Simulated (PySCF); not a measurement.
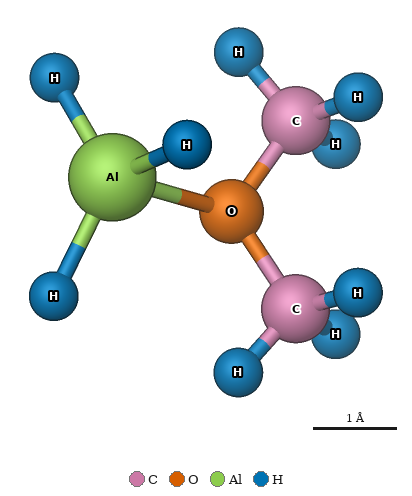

Figure 1. The structure (ball-and-stick view, seen at a tilt). Sticks mark near contacts. Bond lengths as drawn: Al–H 1.60 to 1.61 Å, Al–O 1.98 Å, C–H 1.09 Å and C–O 1.43 Å.

# C₂H₉AlO: polarizability calculation

C₂H₉AlO, computed with PBE/cc-pVDZ, RKS (PySCF 2.14.0).

The geometry comes from this level: PBE0-D4/def2-TZVP.

What the program printed
```
PySCF version 2.14.0

[INPUT] num. atoms = 13
[INPUT] num. electrons = 42
[INPUT] charge = 0
[INPUT] spin (= nelec alpha-beta = 2S) = 0
[INPUT] symmetry False subgroup None
[INPUT] Mole.unit = bohr
[INPUT] Symbol           X                Y                Z      unit          X                Y                Z       unit  Magmom
[INPUT]  1 C     -0.125900254490   1.186800018715  -0.841899775485 AA   -0.237917000000   2.242727000000  -1.590960000000 Bohr   0.0
[INPUT]  2 O     -0.308899788394   0.164400013294   0.133799811895 AA   -0.583736000000   0.310671000000   0.252845000000 Bohr   0.0
[INPUT]  3 C      0.392100204558   0.416099978605   1.348700198864 AA    0.740962000000   0.786315000000   2.548674000000 Bohr   0.0
[INPUT]  4 Al    -0.343900098301  -1.706300165979  -0.517299828421 AA   -0.649877000000  -3.224440000000  -0.977555000000 Bohr   0.0
[INPUT]  5 H     -0.717000195101   0.903500236254  -1.710600259995 AA   -1.354934000000   1.707368000000  -3.232566000000 Bohr   0.0
[INPUT]  6 H     -0.480899844791   2.137300187311  -0.437699934000 AA   -0.908769000000   4.038912000000  -0.827133000000 Bohr   0.0
[INPUT]  7 H      0.930199872431   1.262699906077  -1.115699768656 AA    1.757823000000   2.386157000000  -2.108367000000 Bohr   0.0
[INPUT]  8 H      0.042899867312   1.358300002648   1.776699785411 AA    0.081069000000   2.566815000000   3.357476000000 Bohr   0.0
[INPUT]  9 H      1.468600112960   0.461800251717   1.160899969304 AA    2.775252000000   0.872676000000   2.193783000000 Bohr   0.0
[INPUT] 10 H      0.165400158222  -0.409200036951   2.020700222303 AA    0.312561000000  -0.773276000000   3.818570000000 Bohr   0.0
[INPUT] 11 H     -1.404299790061  -1.526600051986  -1.700799898049 AA   -2.653742000000  -2.884856000000  -3.214046000000 Bohr   0.0
[INPUT] 12 H     -0.793800212899  -2.422300216151   0.840100043791 AA   -1.500065000000  -4.577484000000   1.587559000000 Bohr   0.0
[INPUT] 13 H      1.196099779020  -1.861299875298  -0.942200024043 AA    2.260301000000  -3.517347000000  -1.780500000000 Bohr   0.0

nuclear repulsion = 178.252920474221
number of shells = 47
number of NR pGTOs = 182
number of NR cGTOs = 105
basis = cc-pvdz
ecp = {}

******** <class 'pyscf.dft.rks.RKS'> ********
method = RKS
initial guess = minao
damping factor = 0
level_shift factor = 0
DIIS = <class 'pyscf.scf.diis.CDIIS'>
diis_start_cycle = 1
diis_space = 8
diis_damp = 0
SCF conv_tol = 1e-10
SCF conv_tol_grad = None
SCF max_cycles = 50
direct_scf = True
direct_scf_tol = 1e-13
XC library pyscf.dft.libxc version 7.0.0
    S. Lehtola, C. Steigemann, M. J.T. Oliveira, and M. A.L. Marques.,  SoftwareX 7, 1–5 (2018)
XC functionals = pbe
    J. P. Perdew, K. Burke, and M. Ernzerhof.,  Phys. Rev. Lett. 77, 3865 (1996)
    J. P. Perdew, K. Burke, and M. Ernzerhof.,  Phys. Rev. Lett. 78, 1396 (1997)
    J. P. Perdew, K. Burke, and M. Ernzerhof.,  Phys. Rev. Lett. 77, 3865 (1996)
    J. P. Perdew, K. Burke, and M. Ernzerhof.,  Phys. Rev. Lett. 78, 1396 (1997)
radial grids:
    Treutler-Ahlrichs [JCP 102, 346 (1995); DOI:10.1063/1.469408] (M4) radial grids

becke partition: Becke, JCP 88, 2547 (1988); DOI:10.1063/1.454033
pruning grids: <function nwchem_prune>
grids dens level: 4
symmetrized grids: False
atomic radii adjust function: <function treutler_atomic_radii_adjust>
small_rho_cutoff = 0
Set gradient conv threshold to 1e-05
Initial guess from minao.
tot grids = 255544
init E= -398.906666317741
  HOMO = -0.309923284067707  LUMO = -0.0636844880839629  gap/eV = 6.70050
cycle= 1 E= -398.848695417013  delta_E= 0.058  |g|= 0.458  |ddm|= 2.85
  HOMO = -0.171410210735094  LUMO = 0.011126186974157  gap/eV = 4.96707
cycle= 2 E= -398.775920789157  delta_E= 0.0728  |g|= 0.789  |ddm|= 1.07
  HOMO = -0.208185361585921  LUMO = -0.0126705289710722  gap/eV = 5.32023
cycle= 3 E= -398.895845807623  delta_E= -0.12  |g|= 0.128  |ddm|= 0.713
  HOMO = -0.221665430754844  LUMO = -0.016146803903164  gap/eV = 5.59245
cycle= 4 E= -398.899526938736  delta_E= -0.00368  |g|= 0.0292  |ddm|= 0.109
  HOMO = -0.222707277706736  LUMO = -0.0153062543223959  gap/eV = 5.64367
cycle= 5 E= -398.899722397892  delta_E= -0.000195  |g|= 0.00795  |ddm|= 0.0292
  HOMO = -0.222347208715197  LUMO = -0.0155501883916096  gap/eV = 5.62723
cycle= 6 E= -398.899739771822  delta_E= -1.74e-05  |g|= 0.000824  |ddm|= 0.0075
  HOMO = -0.222207742871533  LUMO = -0.0154864552920921  gap/eV = 5.62517
cycle= 7 E= -398.899739995373  delta_E= -2.24e-07  |g|= 0.000105  |ddm|= 0.001
  HOMO = -0.22221818695518  LUMO = -0.0154825315835692  gap/eV = 5.62556
cycle= 8 E= -398.89973999883  delta_E= -3.46e-09  |g|= 2.94e-05  |ddm|= 0.000158
  HOMO = -0.222218999145976  LUMO = -0.0154845438341886  gap/eV = 5.62553
cycle= 9 E= -398.899739999162  delta_E= -3.32e-10  |g|= 2.98e-06  |ddm|= 4.32e-05
  HOMO = -0.222219097963603  LUMO = -0.0154845541085038  gap/eV = 5.62553
cycle= 10 E= -398.899739999167  delta_E= -5.34e-12  |g|= 6.89e-07  |ddm|= 5.56e-06
  HOMO = -0.222218996011739  LUMO = -0.0154846010559173  gap/eV = 5.62553
```

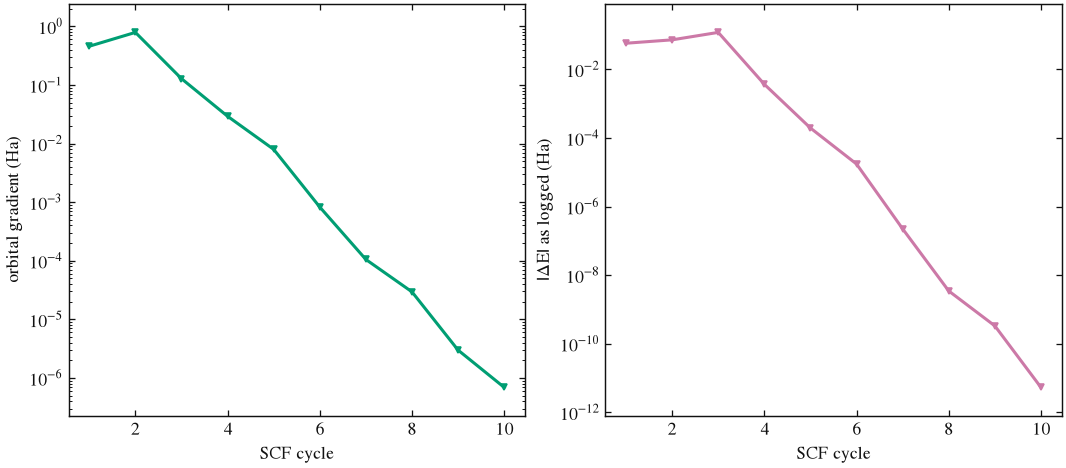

Figure 2. Convergence of the self-consistent field: orbital gradient and size of the energy change against the SCF cycle. The residual falls almost steadily, with no more than small rises.

```
Extra cycle  E= -398.899739999165  delta_E= 2.27e-12  |g|= 5.41e-07  |ddm|= 2.06e-06
converged SCF energy = -398.899739999165
Final energy -398.8997399991646
Isotropic polarizability 56.6693033172
Polarizability anisotropy 5.97185782736
isotropic polarizability 56.6693 bohr^3
```

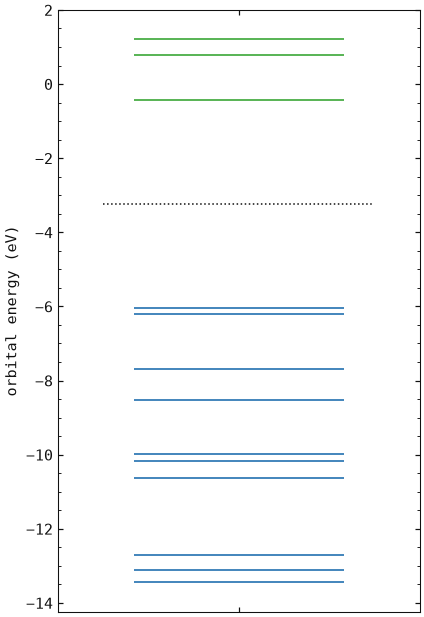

Figure 3. Orbital energies near the frontier; the dotted line parts filled from empty levels, and levels within 0.02 eV of each other stand side by side. Highest filled −6.05 eV, lowest empty −0.42 eV, 5.63 eV apart.

This output came from the following input.

The input (input.py)
```python
import numpy
from pyscf import gto, dft
from pyscf.prop.polarizability import rks

system = gto.M(
    atom='''
C     -0.237917     2.242727    -1.590960
O     -0.583736     0.310671     0.252845
C      0.740962     0.786315     2.548674
Al    -0.649877    -3.224440    -0.977555
H     -1.354934     1.707368    -3.232566
H     -0.908769     4.038912    -0.827133
H      1.757823     2.386157    -2.108367
H      0.081069     2.566815     3.357476
H      2.775252     0.872676     2.193783
H      0.312561    -0.773276     3.818570
H     -2.653742    -2.884856    -3.214046
H     -1.500065    -4.577484     1.587559
H      2.260301    -3.517347    -1.780500
''',
    basis='cc-pvdz',
    max_memory=1860,
    unit='bohr',
    verbose=4,
    charge=0,
)

myscf = dft.RKS(system)
myscf.xc = 'pbe'
myscf.conv_tol = 1e-10
myscf.grids.level = 4
myscf.kernel()
if not myscf.converged:
    myscf = myscf.newton().run(myscf.mo_coeff, myscf.mo_occ)

etot = myscf.e_tot
print('Final energy', etot)
pol = rks.Polarizability(myscf)
alpha = pol.polarizability()
print('isotropic polarizability %.4f bohr^3' % (numpy.trace(alpha) / 3))
alpha_w = pol.polarizability_with_freq(freq=0.0774)
```

Run as:
```bash
OMP_NUM_THREADS=1 python input.py
```

Summary

| quantity | value |
| --- | --- |
| outcome | converged |
| total energy | −398.899740 hartree |
| basis functions | 105 |
| HOMO | −6.05 eV |
| LUMO | −0.42 eV |
| dipole moment | 5.02 D |
| hardware | 1 thread of Arm Neoverse V1, 24 GiB of memory available, shared host |
| wall time | 17 min |
| peak memory | 0.65 GiB |
